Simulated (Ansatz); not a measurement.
## Electronic structure of ClH₃Si···HF in real space

Input file:

```
crystal:
  periodic: [false, false, false]
  atoms:
    - { symbol: Si, position_ang: [0.0, 0.0, 0.0] }
    - { symbol: Cl, position_ang: [0.0, 0.0, 2.48] }
    - { symbol: H, position_ang: [1.3768, 0.0, -0.4862] }
    - { symbol: H, position_ang: [-0.6877, 1.1914, -0.4862] }
    - { symbol: H, position_ang: [-0.6877, -1.1914, -0.4862] }
    - { symbol: F, position_ang: [-1.7936, 0.0, 0.596] }
    - { symbol: H, position_ang: [-1.3527, 0.0, 1.7054] }
basis:
  gaussian: { orbitals: def2-SVP }
hamiltonian:
  xc: b3lyp
  dispersion: d4
relax:
  f_tol: 0.15
  max_steps: 25
  restrain:
    - { distance: [0, 5], at: 2.79, k: 30.0 }
    - { distance: [6, 1], at: 2.57, k: 30.0 }
    - { distance: [0, 1], at: 2.13, k: 30.0 }
    - { distance: [6, 5], at: 0.92, k: 30.0 }
output:
  orbitals: {}
```

Launched as:

```sh
ansatz run input.yaml --threads 1 --pin off --max-ram 2048MiB --backend cpu --events-out ev --progress --plain --runs-dir out
```

The fields are those of the run's last geometry, not of the input's.

Theory: Ansatz 0.2.0, RKS B3LYP-D4/def2-SVP.

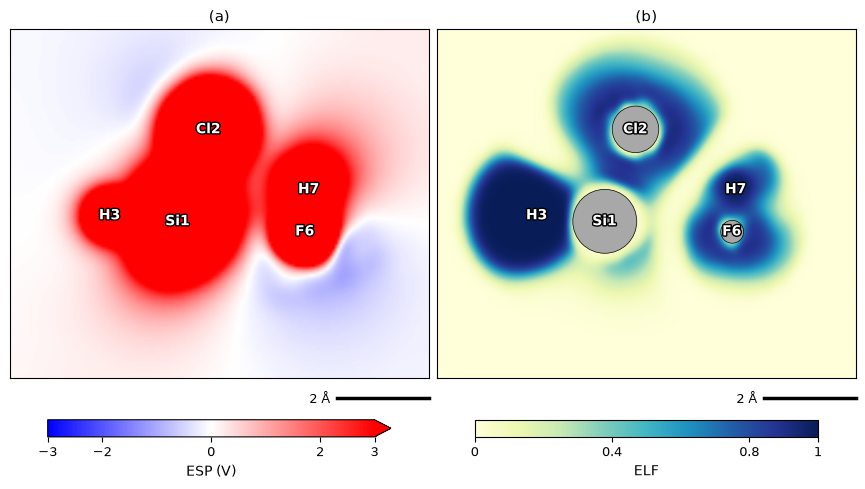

Figure 1. (a) electrostatic potential; (b) electron localisation function on the plane of atoms Cl2, Si1 and H3. Grey discs cover the atomic cores in the ELF map.

Read the bonding off the picture.

The plane passes through Si, Cl, H and F nuclei.
Si1···F6 (2.80 Å): the ELF dips to about 0.05 between them.
Si–Cl (2.12 Å): the ELF peaks at about 0.90 between the atoms: a polar covalent bond.
F–H (0.93 Å): the ELF climbs to about 1 towards the hydrogen, as it does in any bond to H; an ordinary covalent bond to hydrogen.
Si–H (1.49 Å): the ELF climbs to about 1 towards the hydrogen.
The ELF also peaks beside F6 and Cl2, away from the bonds: lone-pair regions.
Outside the dense part of the complex the potential is most negative (−1.1 V) near F6.

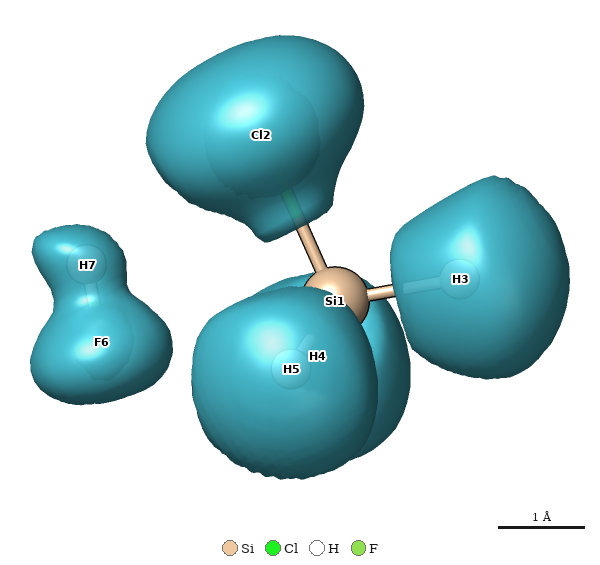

Figure 2. Isosurface of the ELF at 0.75 (cyan), seen across its widest extent. Core shells and regions of very low density are left out.

Describe the localisation domains.

The surface consists of three regions around hydrogen nuclei, one region on Cl in which the atom's valence shell and bonds are merged and one joined region spread over several atoms (F, H), in which their bonds and any lone pairs are merged.

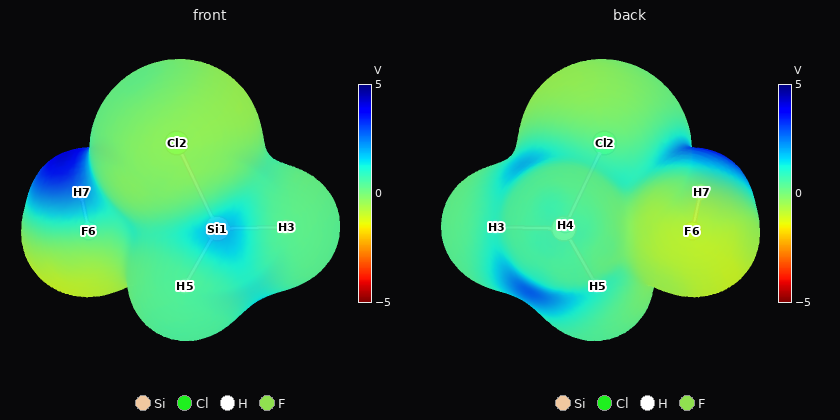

Figure 3. The molecular electrostatic potential painted on the density surface at 0.004 e/bohr³, seen from the front and from behind; the colour scale runs from red (negative) to blue (positive).

Describe the electrostatic potential map.

The most negative region (about −1.0 V) lies over F6, the most positive (about +3.9 V) over H7.
